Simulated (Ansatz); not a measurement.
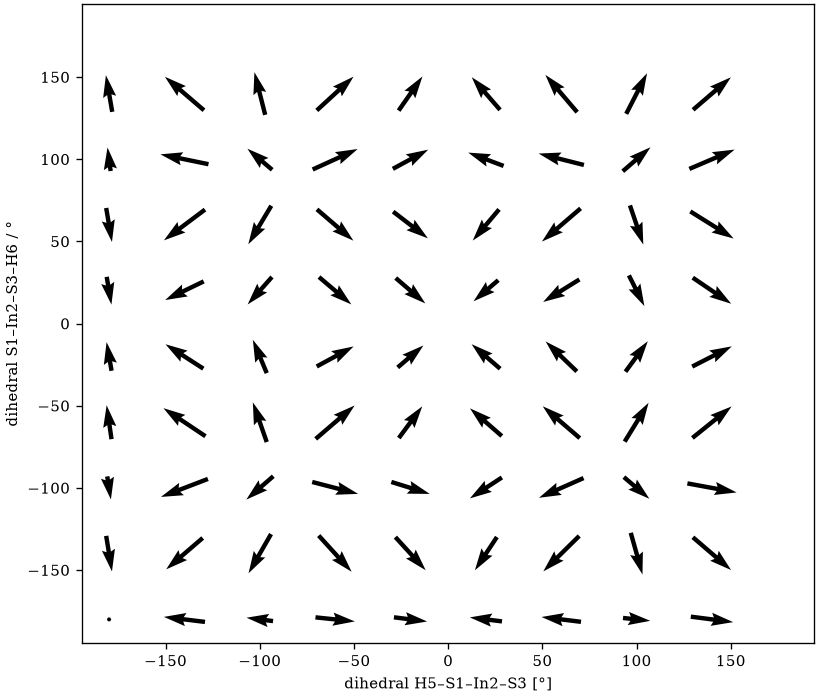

ClH₂InS₂, SMILES [SH][In]([SH])[Cl]. 
- First axis: dihedral H5–S1–In2–S3. Second axis: dihedral S1–In2–S3–H6.
- Nothing is relaxed (all other coordinates rigid).
- Grid: 9 × 9 points; 41 points were computed and 40 follow by symmetry.
- Points are written as (first, second).
- Level of theory: RKS B3LYP-D4/def2-TZVP (Ansatz).

In the figure: arrows along the force (downhill), their lengths compressed.

**The arrows alone are given. Where are the wells?**

The arrows converge at (−180°, −180°); about (0°, −180°) (0.7 kcal/mol up); about (−180°, 0°) (0.7 kcal/mol up); about (0°, 0°) (1.4 kcal/mol up) (read from the interpolated surface).

The energy map of the same scan:

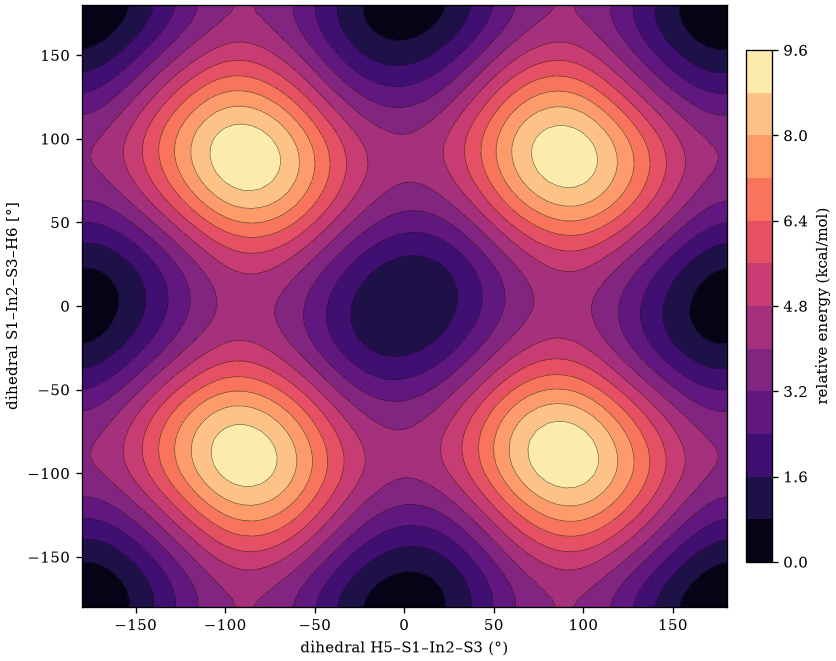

Energies are in kcal/mol, from the lowest grid point; between grid points the surface is interpolated.
